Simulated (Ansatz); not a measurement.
**C$_{2}$H$_{7}$NOSi: nudged elastic band (part 1 of 2)**

The run: nudged elastic band of C$_{2}$H$_{7}$NOSi. Method and program: UKS LDA/STO-3G (Ansatz 0.2.0).

It belongs to a series of runs on one base structure; here: band between the two ends.

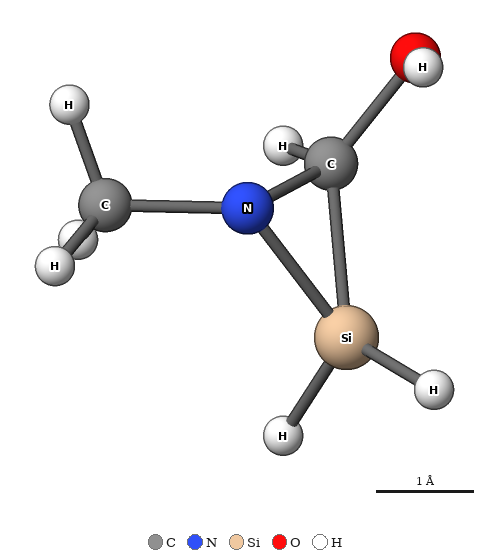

Fig. 1: The starting structure (ball-and-stick view, seen on its broad side). Bond lengths as drawn: C–H 1.11 Å, C–N 1.50 to 1.51 Å, C–O 1.43 Å, C–Si 1.88 Å, H–O 1.03 Å, H–Si 1.45 Å and N–Si 1.80 Å.

The input
```yaml
crystal:
  periodic: [false, false, false]
  atoms:
    - { symbol: C, position_ang: [-1.416724, 0.015351, 0.717465] }
    - { symbol: "N", position_ang: [-0.261023, 0.525467, -0.084521] }
    - { symbol: Si, position_ang: [1.424203, 0.336722, 0.51812] }
    - { symbol: C, position_ang: [0.48813, -0.544581, -0.848072] }
    - { symbol: O, position_ang: [0.571143, -0.351011, -2.258269] }
    - { symbol: H, position_ang: [-1.698866, 0.777373, 1.468018] }
    - { symbol: H, position_ang: [-1.216918, -0.939537, 1.251487] }
    - { symbol: H, position_ang: [-2.284696, -0.146347, 0.048562] }
    - { symbol: H, position_ang: [1.608902, -0.349716, 1.786204] }
    - { symbol: H, position_ang: [2.20248, 1.555942, 0.390476] }
    - { symbol: H, position_ang: [0.223996, -1.607949, -0.652145] }
    - { symbol: H, position_ang: [0.436273, 0.673084, -2.303225] }
magnetization:
  spin_polarized: true
basis:
  gaussian: { orbitals: STO-3G }
hamiltonian:
  xc: lda
neb:
  order_check: false
  images: 7
  f_tol: 0.05
  max_iterations: 60
  final_atoms:
    - { symbol: C, position_ang: [-1.32069678, -0.14123088, 0.72322299] }
    - { symbol: "N", position_ang: [-0.13459613, 0.19051921, -0.13259277] }
    - { symbol: Si, position_ang: [1.65882157, 0.10144008, 0.44262627] }
    - { symbol: C, position_ang: [0.61412716, -1.03107272, -0.82472647] }
    - { symbol: O, position_ang: [0.65878668, -0.83203347, -2.19947602] }
    - { symbol: H, position_ang: [-1.51156659, 0.6733378, 1.44826726] }
    - { symbol: H, position_ang: [-1.08025145, -1.07365416, 1.26340935] }
    - { symbol: H, position_ang: [-2.22095964, -0.30473559, 0.10036379] }
    - { symbol: H, position_ang: [1.49612343, -0.39705671, 1.8041639] }
    - { symbol: H, position_ang: [1.81315285, 1.5631703, 0.60696283] }
    - { symbol: H, position_ang: [-0.37252876, 1.02028713, -0.76837988] }
    - { symbol: H, position_ang: [0.47648764, 0.17582701, -2.42974127] }
  initial_path:
    images:
      - { positions_ang: [[-1.416724, 0.015351, 0.717465], [-0.261023, 0.525467, -0.084521], [1.424203, 0.336722, 0.51812], [0.48813, -0.544581, -0.848072], [0.571143, -0.351011, -2.258269], [-1.698866, 0.777373, 1.468018], [-1.216918, -0.939537, 1.251487], [-2.284696, -0.146347, 0.048562], [1.608902, -0.349716, 1.786204], [2.20248, 1.555942, 0.390476], [0.223996, -1.607949, -0.652145], [0.436273, 0.673084, -2.303225]] }
      - { positions_ang: [[-1.36430777, -0.03058847, 0.71030742], [-0.21332657, 0.47578483, -0.06999402], [1.44008386, 0.31582893, 0.5217543], [0.52891716, -0.57992283, -0.83253923], [0.62124553, -0.35193664, -2.23674094], [-1.6671566, 0.7419609, 1.45346487], [-1.1869153, -0.97385955, 1.23969266], [-2.22519409, -0.16710676, 0.02595715], [1.56170353, -0.30346398, 1.84029064], [2.18248904, 1.55998588, 0.35330707], [0.00171032, -1.36586926, -0.66427444], [0.39765091, 0.62398495, -2.30712547]] }
      - { positions_ang: [[-1.31189155, -0.07652795, 0.70314984], [-0.16563015, 0.42610265, -0.05546704], [1.45596472, 0.29493586, 0.5253886], [0.56970431, -0.61526465, -0.81700647], [0.67134806, -0.35286228, -2.21521288], [-1.6354472, 0.7065488, 1.43891173], [-1.1569126, -1.0081821, 1.22789832], [-2.16569218, -0.18786651, 0.0033523], [1.51450506, -0.25721196, 1.89437728], [2.16249808, 1.56402976, 0.31613815], [-0.22057536, -1.12378951, -0.67640388], [0.35902881, 0.57488589, -2.31102594]] }
      - { positions_ang: [[-1.25947532, -0.12246742, 0.69599225], [-0.11793372, 0.37642048, -0.04094006], [1.47184558, 0.27404279, 0.52902289], [0.61049147, -0.65060648, -0.8014737], [0.72145059, -0.35378793, -2.19368483], [-1.6037378, 0.6711367, 1.4243586], [-1.1269099, -1.04250464, 1.21610398], [-2.10619027, -0.20862627, -0.01925255], [1.46730658, -0.21095994, 1.94846391], [2.14250712, 1.56807364, 0.27896922], [-0.44286104, -0.88170977, -0.68853332], [0.32040672, 0.52578684, -2.31492641]] }
      - { positions_ang: [[-1.2070591, -0.16840689, 0.68883467], [-0.07023729, 0.3267383, -0.02641308], [1.48772644, 0.25314972, 0.53265719], [0.65127863, -0.6859483, -0.78594094], [0.77155312, -0.35471357, -2.17215677], [-1.5720284, 0.6357246, 1.40980547], [-1.0969072, -1.07682719, 1.20430964], [-2.04668836, -0.22938602, -0.0418574], [1.42010811, -0.16470792, 2.00255055], [2.12251616, 1.57211751, 0.24180029], [-0.66514672, -0.63963002, -0.70066276], [0.28178463, 0.47668778, -2.31882687]] }
      - { positions_ang: [[-1.23546852, -0.16161289, 0.69743175], [-0.086327, 0.29268353, -0.052958], [1.53050022, 0.21522231, 0.51014946], [0.64199076, -0.77222941, -0.79563732], [0.74336151, -0.47404354, -2.17898658], [-1.55691295, 0.6451279, 1.41942091], [-1.09274326, -1.07603393, 1.21908457], [-2.09025618, -0.24822341, -0.0063021], [1.43911194, -0.22279512, 1.95295389], [2.04517533, 1.56988071, 0.33309093], [-0.59199223, -0.22465073, -0.71759204], [0.33046038, 0.40147259, -2.34655547]] }
      - { positions_ang: [[-1.26387794, -0.15481889, 0.70602883], [-0.10241671, 0.25862876, -0.07950292], [1.573274, 0.1772949, 0.48764173], [0.63270289, -0.85851051, -0.80533371], [0.7151699, -0.59337352, -2.18581639], [-1.5417975, 0.6545312, 1.42903636], [-1.08857933, -1.07524068, 1.2338595], [-2.133824, -0.26706081, 0.02925319], [1.45811577, -0.28088232, 1.90335723], [1.96783451, 1.56764391, 0.42438156], [-0.51883774, 0.19032856, -0.73452132], [0.37913614, 0.32625739, -2.37428407]] }
      - { positions_ang: [[-1.29228736, -0.14802488, 0.71462591], [-0.11850642, 0.22457399, -0.10604785], [1.61604779, 0.13936749, 0.465134], [0.62341503, -0.94479162, -0.81503009], [0.68697829, -0.7127035, -2.1926462], [-1.52668205, 0.6639345, 1.43865181], [-1.08441539, -1.07444742, 1.24863443], [-2.17739182, -0.2858982, 0.06480849], [1.4771196, -0.33896951, 1.85376056], [1.89049368, 1.56540711, 0.5156722], [-0.44568325, 0.60530785, -0.7514506], [0.42781189, 0.2510422, -2.40201267]] }
      - { positions_ang: [[-1.32069678, -0.14123088, 0.72322299], [-0.13459613, 0.19051921, -0.13259277], [1.65882157, 0.10144008, 0.44262627], [0.61412716, -1.03107272, -0.82472647], [0.65878668, -0.83203347, -2.19947602], [-1.51156659, 0.6733378, 1.44826726], [-1.08025145, -1.07365416, 1.26340935], [-2.22095964, -0.30473559, 0.10036379], [1.49612343, -0.39705671, 1.8041639], [1.81315285, 1.5631703, 0.60696283], [-0.37252876, 1.02028713, -0.76837988], [0.47648764, 0.17582701, -2.42974127]] }
```

Run on 1 thread of Arm Neoverse V2, 24 GiB of memory available, shared host.

Run as:
```bash
ansatz run input.yaml --threads 1 --pin off --max-ram 2048MiB --backend cpu --events-out ev --progress --plain --runs-dir out
```

Log
```
Engine: ansatz 0.2.0, aarch64-unknown-linux-gnu
Functional definition: SPW92
  exchange = slater_x
  correlation = pw_c
525 factors; integrals over basis functions are off by at most 1.2e-5 eV
mean field evaluation 1: about -13353.3118 eV, gradient 1.9e1 eV
mean field evaluation 2: about -13344.0960 eV, gradient 4.3e1 eV
mean field evaluation 4: about -13355.6925 eV, gradient 2.1e0 eV
mean field evaluation 8: about -13355.5973 eV, gradient 6.4e-2 eV
mean field -13355.59730444 eV, -490.8091481891 hartree, gradient 1.6e-5 eV, S^2 0.000000; 0 other end points of the search recorded, 0 dependent functions left out
the calculation of the forces begins
reference -13355.59732684 eV, -490.8091490125 hartree; 24, 24 occupied and 12, 12 virtual orbitals, 525 factors
531 factors; integrals over basis functions are off by at most 3.5e-5 eV
mean field evaluation 16: about -13351.4981 eV, gradient 1.5e1 eV
mean field -13353.27352225 eV, -490.7237507688 hartree, gradient 1.4e-5 eV, S^2 0.000000; 0 other end points of the search recorded, 0 dependent functions left out
[... from here on the field's lines of each further geometry are left out, up to the last ...]
NEB iter   1: max|band force component| = 2.602e1 eV/Å  barrier→ = 8.1455 eV  barrier← = 5.8217 eV  Δτ_max = 0.2000 Å  (237 SCF iters)
NEB iter   2: max|band force component| = 4.451e0 eV/Å  barrier→ = 5.4229 eV  barrier← = 3.0991 eV  Δτ_max = 0.2000 Å  (210 SCF iters)
NEB iter   3: max|band force component| = 3.007e0 eV/Å  barrier→ = 4.6927 eV  barrier← = 2.3689 eV  Δτ_max = 0.1985 Å  (208 SCF iters)
NEB iter   4: max|band force component| = 1.592e0 eV/Å  barrier→ = 4.0237 eV  barrier← = 1.6999 eV  Δτ_max = 0.2000 Å  (206 SCF iters)
NEB iter   5: max|band force component| = 1.220e0 eV/Å  barrier→ = 3.3884 eV  barrier← = 1.0646 eV  Δτ_max = 0.1994 Å  (222 SCF iters)
NEB iter   6: max|band force component| = 1.642e0 eV/Å  barrier→ = 3.1818 eV  barrier← = 0.8580 eV  Δτ_max = 0.0999 Å  (219 SCF iters)
NEB iter   7: max|band force component| = 1.339e0 eV/Å  barrier→ = 3.0096 eV  barrier← = 0.6858 eV  Δτ_max = 0.1008 Å  (205 SCF iters)
NEB iter   8: max|band force component| = 1.201e0 eV/Å  barrier→ = 2.8218 eV  barrier← = 0.4981 eV  Δτ_max = 0.1000 Å  (202 SCF iters)
NEB iter   9: max|band force component| = 5.983e-1 eV/Å  barrier→ = 2.7152 eV  barrier← = 0.3914 eV  Δτ_max = 0.1973 Å  (200 SCF iters)
NEB iter  10: max|band force component| = 9.460e-1 eV/Å  barrier→ = 2.6635 eV  barrier← = 0.3397 eV  Δτ_max = 0.1002 Å  (205 SCF iters)
NEB iter  11: max|band force component| = 1.218e0 eV/Å  barrier→ = 2.6073 eV  barrier← = 0.2835 eV  Δτ_max = 0.0504 Å  (207 SCF iters)
NEB iter  12: max|band force component| = 5.077e-1 eV/Å  barrier→ = 2.5922 eV  barrier← = 0.2684 eV  Δτ_max = 0.1006 Å  (204 SCF iters)
NEB iter  13: max|band force component| = 8.473e-1 eV/Å  barrier→ = 2.5795 eV  barrier← = 0.2558 eV  Δτ_max = 0.0500 Å  (205 SCF iters)
NEB iter  14: max|band force component| = 3.166e-1 eV/Å  barrier→ = 2.5697 eV  barrier← = 0.2459 eV  CI = image 6  Δτ_max = 0.1011 Å  (196 SCF iters)
NEB iter  15: max|band force component| = 3.860e-1 eV/Å  barrier→ = 2.6472 eV  barrier← = 0.3234 eV  CI = image 6  Δτ_max = 0.1002 Å  (207 SCF iters)
NEB iter  16: max|band force component| = 2.621e-1 eV/Å  barrier→ = 2.6925 eV  barrier← = 0.3688 eV  CI = image 6  Δτ_max = 0.1000 Å  (193 SCF iters)
NEB iter  17: max|band force component| = 2.358e-1 eV/Å  barrier→ = 2.7133 eV  barrier← = 0.3896 eV  CI = image 6  Δτ_max = 0.0501 Å  (203 SCF iters)
NEB iter  18: max|band force component| = 2.028e-1 eV/Å  barrier→ = 2.7084 eV  barrier← = 0.3847 eV  CI = image 6  Δτ_max = 0.0501 Å  (199 SCF iters)
NEB iter  19: max|band force component| = 2.072e-1 eV/Å  barrier→ = 2.7046 eV  barrier← = 0.3808 eV  CI = image 6  Δτ_max = 0.0250 Å  (205 SCF iters)
NEB iter  20: max|band force component| = 1.991e-1 eV/Å  barrier→ = 2.7008 eV  barrier← = 0.3770 eV  CI = image 6  Δτ_max = 0.0125 Å  (191 SCF iters)
NEB iter  21: max|band force component| = 1.371e-1 eV/Å  barrier→ = 2.6996 eV  barrier← = 0.3759 eV  CI = image 6  Δτ_max = 0.0251 Å  (187 SCF iters)
NEB iter  22: max|band force component| = 9.905e-2 eV/Å  barrier→ = 2.6975 eV  barrier← = 0.3737 eV  CI = image 6  Δτ_max = 0.0251 Å  (194 SCF iters)
NEB iter  23: max|band force component| = 6.197e-2 eV/Å  barrier→ = 2.6955 eV  barrier← = 0.3717 eV  CI = image 6  Δτ_max = 0.0500 Å  (189 SCF iters)
NEB iter  24: max|band force component| = 1.752e-1 eV/Å  barrier→ = 2.6926 eV  barrier← = 0.3688 eV  CI = image 6  Δτ_max = 0.0250 Å  (204 SCF iters)
NEB iter  25: max|band force component| = 1.114e-1 eV/Å  barrier→ = 2.6916 eV  barrier← = 0.3678 eV  CI = image 6  Δτ_max = 0.0250 Å  (195 SCF iters)
NEB iter  26: max|band force component| = 1.847e-1 eV/Å  barrier→ = 2.6908 eV  barrier← = 0.3670 eV  CI = image 6  Δτ_max = 0.0125 Å  (211 SCF iters)
NEB iter  27: max|band force component| = 1.088e-1 eV/Å  barrier→ = 2.6904 eV  barrier← = 0.3667 eV  CI = image 6  Δτ_max = 0.0125 Å  (189 SCF iters)
NEB iter  28: max|band force component| = 2.153e-1 eV/Å  barrier→ = 2.6901 eV  barrier← = 0.3663 eV  CI = image 6  Δτ_max = 0.0063 Å  (189 SCF iters)
NEB iter  29: max|band force component| = 5.900e-2 eV/Å  barrier→ = 2.6900 eV  barrier← = 0.3662 eV  CI = image 6  Δτ_max = 0.0125 Å  (173 SCF iters)
NEB iter  30: max|band force component| = 4.500e-2 eV/Å  barrier→ = 2.6897 eV  barrier← = 0.3659 eV  CI = image 6  Δτ_max = 0.0114 Å  (184 SCF iters)
the calculation of the forces begins
reference -13353.18182322 eV, -490.7203808916 hartree; 24, 24 occupied and 12, 12 virtual orbitals, 532 factors
532 factors; integrals over basis functions are off by at most 2.7e-5 eV
mean field -13352.90788492 eV, -490.7103138446 hartree, gradient 2.3e-5 eV, S^2 0.000000; 1 other end points of the search recorded, 0 dependent functions left out
the calculation of the forces begins
reference -13352.90790699 eV, -490.7103146559 hartree; 24, 24 occupied and 12, 12 virtual orbitals, 532 factors
NEB iter  31: max|band force component| = 4.500e-2 eV/Å  barrier→ = 2.6894 eV  barrier← = 0.3656 eV  CI = image 6  Δτ_max = 0.0000 Å  (281 SCF iters)
```
